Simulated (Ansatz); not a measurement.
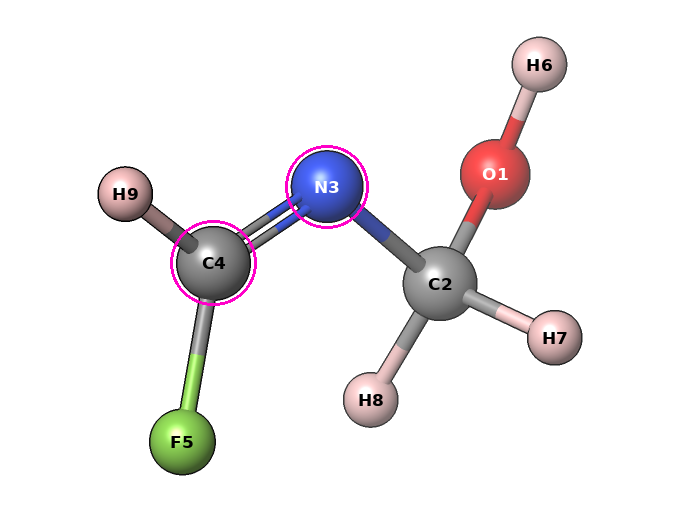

Atoms fade into the background with distance from the viewer. Circles mark the stereogenic atoms. The computed structure is the end point of a PBE-D4/def2-SVP optimisation. No frequency run is at hand to confirm it as a minimum.

> Assign CIP descriptors.

N3=C4: Z.
